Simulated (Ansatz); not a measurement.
# One shape, several levels: CH2F (SMILES [CH2]F)

Aim: a comparison of 6 runs (UHF/STO-3G, U-r2SCAN/STO-3G, U-r2SCAN0/STO-3G, UCAM-B3LYP/STO-3G, UPBE0/STO-3G, UCCSDT(Q)/STO-3G) of CH2F. 

Program for the calculation: Ansatz 0.2.0.

47 further runs of the same task are left out: 47 set aside as unsound or not needed.

### 1 The molecule

CH2F: 4 atoms, total charge 0, spin state doublet. As SMILES, `[CH2]F`. The H4–C1 distance was set to 2.164 Å, away from the relaxed value. At this shape a bond of the SMILES string is far longer than usual.

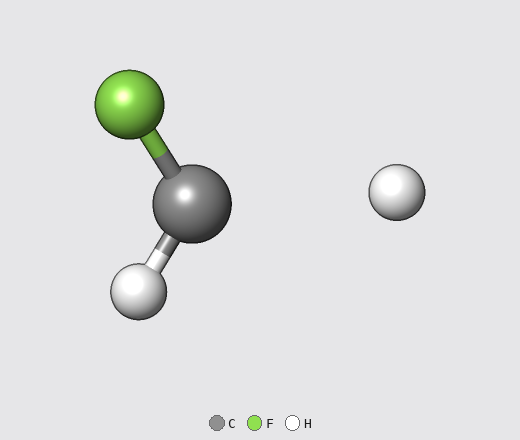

Viewed from a chosen angle; carbon grey, fluorine green, hydrogen white.

### 2 The energy at UHF/STO-3G (run 1)

Contents of in.yaml:

```yaml
crystal:
  periodic: [false, false, false]
  atoms:
    - {symbol: C, position_ang: [-0.087200, 0.993495, -0.381199]}
    - {symbol: F, position_ang: [0.892900, 1.745095, 0.114501]}
    - {symbol: H, position_ang: [-1.004000, 1.523395, -0.602599]}
    - {symbol: H, position_ang: [0.027000, -1.108700, 0.119000]}
basis:
  gaussian: {orbitals: STO-3G}
magnetization: {spin_polarized: true, initial_magnetization: 1}
hamiltonian: {xc: hf}
accuracy: high
```

The run is started by

```
$ ansatz run in.yaml --threads 1 --pin off --max-ram 2610MiB --events-out events.jsonl --progress --plain --runs-dir runs
```

Standard output:

```text
Warning: RAYON_NUM_THREADS=1 ignored (pool sized by the plan → 1); use --threads N
Functional definition: HF
  name "HF"
  exchange = exact_x
  correlation = 0
186 factors; integrals over basis functions are off by at most 1.3e-8 eV
mean field evaluation 1: about -3704.2503 eV, gradient 1.7e1 eV
mean field evaluation 2: about -3704.3319 eV, gradient 1.7e1 eV
mean field evaluation 4: about -3709.1509 eV, gradient 5.0e0 eV
mean field evaluation 8: about -3710.4323 eV, gradient 6.6e-1 eV
mean field evaluation 16: about -3710.4381 eV, gradient 9.0e-7 eV
mean field evaluation 32: about -3710.9213 eV, gradient 1.2e-8 eV
mean field evaluation 64: about -3709.1374 eV, gradient 1.3e0 eV
mean field -3710.92129991 eV, -136.3738424188 hartree, gradient 1.2e-8 eV, S^2 1.641821; 2 other end points of the search recorded, 0 dependent functions left out
reference -3710.92129991 eV, -136.3738424188 hartree; 9, 8 occupied and 3, 4 virtual orbitals, 186 factors
Total energy: -3710.92129991 eV, -136.3738424188 hartree
```

It took 0.08 s on 1 thread of Arm Neoverse V2, shared host.

### 3 A single-point energy at U-r2SCAN/STO-3G (run 2)

Contents of job.yaml:

```yaml
crystal:
  periodic: [false, false, false]
  atoms:
    - {symbol: C, position_ang: [-0.087200, 0.993495, -0.381199]}
    - {symbol: F, position_ang: [0.892900, 1.745095, 0.114501]}
    - {symbol: H, position_ang: [-1.004000, 1.523395, -0.602599]}
    - {symbol: H, position_ang: [0.027000, -1.108700, 0.119000]}
basis:
  gaussian: {orbitals: STO-3G}
accuracy: high
magnetization: {spin_polarized: true, initial_magnetization: 1}
hamiltonian: {xc: r2scan}
```

The run is started by

```
$ ansatz run job.yaml --threads 1 --pin off --max-ram 2610MiB --events-out events.jsonl --progress --plain --runs-dir runs
```

Standard output:

```text
Warning: RAYON_NUM_THREADS=1 ignored (pool sized by the plan → 1); use --threads N
Functional definition: r2SCAN
  name "r2SCAN"
  parameter k0 = 0.174
  parameter k1 = 0.065
  parameter a1 = 4.9479
  exchange = r2scan_x(k0 = k0, k1 = k1, a1 = a1)
  correlation = r2scan_c
186 factors; integrals over basis functions are off by at most 1.3e-8 eV
mean field evaluation 1: about -3720.2105 eV, gradient 1.9e1 eV
mean field evaluation 2: about -3713.2393 eV, gradient 1.9e1 eV
mean field evaluation 4: about -3725.2744 eV, gradient 3.6e0 eV
mean field evaluation 8: about -3725.2744 eV, gradient 3.6e0 eV
mean field evaluation 16: about -3725.6017 eV, gradient 8.7e-5 eV
mean field evaluation 32: about -3725.6386 eV, gradient 9.0e-9 eV
mean field -3725.63862056 eV, -136.9146939770 hartree, gradient 2.3e-8 eV, S^2 1.361466; 3 other end points of the search recorded, 0 dependent functions left out
reference -3725.63862124 eV, -136.9146940021 hartree; 9, 8 occupied and 3, 4 virtual orbitals, 186 factors
Total energy: -3725.63862124 eV, -136.9146940021 hartree
```

Wall time 4.8 s (1 thread of Arm Neoverse V2, shared host); peak memory 0.17 GiB.

Runs 3 to 5 aren't shown in full; the table further down has their settings and results.

### 4 A single-point energy at UCCSDT(Q)/STO-3G (run 6)

Contents of input.yaml:

```yaml
crystal:
  periodic: [false, false, false]
  atoms:
    - {symbol: C, position_ang: [-0.087200, 0.993495, -0.381199]}
    - {symbol: F, position_ang: [0.892900, 1.745095, 0.114501]}
    - {symbol: H, position_ang: [-1.004000, 1.523395, -0.602599]}
    - {symbol: H, position_ang: [0.027000, -1.108700, 0.119000]}
basis:
  gaussian:
    orbitals: STO-3G
total_charge: 0
magnetization:
  spin_polarized: true
  initial_magnetization: 1
correlation:
  method: ccsdt_q
  frozen_orbitals: {C: 1, F: 1, H: 0}
accuracy: high
scf:
  omitted_lower_state_checks: [cluster_reference, increment]
```

The run is started by

```
$ ansatz run input.yaml --threads 1 --pin off --max-ram 2610MiB --events-out events.jsonl --progress --plain --runs-dir runs
```

Standard output:

```text
Warning: RAYON_NUM_THREADS=1 ignored (pool sized by the plan → 1); use --threads N
[... 14 lines left out ...]
2 core orbitals not correlated: weight in the atoms' cores, before any rotation towards them, 1.000 or more for the frozen orbitals, at most 0.000 for the correlated occupied ones
[... 76 lines left out ...]
Total energy: -3713.09375030 eV, -136.4536784981 hartree
Checks for a lower state left out: cluster_reference, increment
```

It took 0.64 s on 1 thread of Arm Neoverse V2, shared host.

### 5 Overview of the runs

```tsv
run	level	frozen core orbitals	energy (Eh)	⟨S²⟩	wall time
1	UHF/STO-3G	–	-136.373842	1.642	0.08 s
2	U-r2SCAN/STO-3G	–	-136.914694	1.361	4.8 s
3	U-r2SCAN0/STO-3G	–	-136.905452	1.469	4.2 s
4	UCAM-B3LYP/STO-3G	–	-136.886408	1.173	1.7 s
5	UPBE0/STO-3G	–	-136.826283	1.415	2.1 s
6	UCCSDT(Q)/STO-3G	2	-136.453678	1.642	0.64 s
```

### 6 What came out

```
                                          quantity          value
                               run 6: total energy  -136.45368 Eh
run 6: correlation energy (2 core orbitals frozen)      -79.8 mEh
          run 6: ⟨S²⟩ of the reference determinant          1.642
                              run 6: T1 diagnostic          0.062
```

In words: Totals of different functionals can't be ranked against each other. In runs 1, 2, 3, 4, 5, 6 the basis is minimal, so the values are rough. Spin contamination of the reference: run 1 ⟨S²⟩ = 1.64, run 6 ⟨S²⟩ = 1.64, run 3 ⟨S²⟩ = 1.47, run 5 ⟨S²⟩ = 1.41, run 2 ⟨S²⟩ = 1.36, run 4 ⟨S²⟩ = 1.17. Where it is this large, the reference is a mixture of spin states, and values that rest on it are in doubt. All runs together took 14 s, the longest 4.8 s.
